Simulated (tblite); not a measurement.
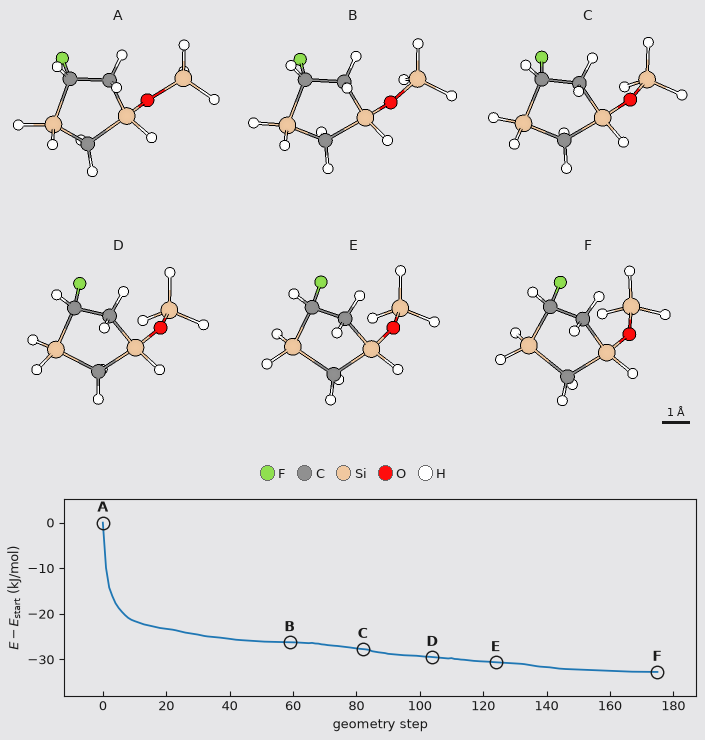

Frames of a relaxation of C3H11FOSi3, marked on the history of the run. The picture is a ball-and-stick view, seen at a tilt.

Computed with GFN2-xTB geometry optimisation, gas phase (tblite 0.8.0). 

**Describe the path.**

The energy falls by 32.7 kJ/mol in 175 geometry steps. The largest move after the best rigid fit is that of an H atom, 2.07 Å. By element the largest moves are H 2.07 Å, F 1.09 Å, Si 0.86 Å, O 0.85 Å, C 0.58 Å. Some distances before and after: C–F 1.355 → 1.400 Å, C–Si 1.886 → 1.929 Å, O–Si 1.649 → 1.619 Å, H–Si 1.488 → 1.460 Å. Among the angles between lasting bonds that change: C–Si–H 108.9° → 117.3°, Si–O–Si 140.8° → 149.1°, C–Si–H 106.9° → 114.6°. Groups turn about O–Si by about 125°, O–Si by about 120°, C–Si by about 35°. From step 0 to 59: an H atom moves most (0.66 Å), energy −26.2 kJ/mol. From step 59 to 82: an H atom moves most (0.62 Å), energy −1.49 kJ/mol. From step 82 to 104: an H atom moves most (0.66 Å), energy −1.75 kJ/mol. From step 104 to 124: an H atom moves most (0.48 Å), energy −1.15 kJ/mol. From step 124 to 175: an H atom moves most (0.46 Å), energy −2.13 kJ/mol.

| step | E − E(0), kJ/mol |
| --- | --- |
| 0 | 0.00 |
| 1 | -9.92 |
| 2 | -14.22 |
| 3 | -16.11 |
| 4 | -17.67 |
| 5 | -18.71 |
| 6 | -19.54 |
| 7 | -20.26 |
| 8 | -20.87 |
| 9 | -21.30 |
| 10 | -21.58 |
| 19 | -23.20 |
| 27 | -24.22 |
| 36 | -25.13 |
| 45 | -25.82 |
| 53 | -26.12 |
| 62 | -26.30 |
| 71 | -26.85 |
| 79 | -27.48 |
| 88 | -28.51 |
| 97 | -29.11 |
| 106 | -29.59 |
| 114 | -30.06 |
| 123 | -30.56 |
| 132 | -30.95 |
| 140 | -31.65 |
| 149 | -32.17 |
| 158 | -32.43 |
| 166 | -32.67 |
| 175 | -32.73 |
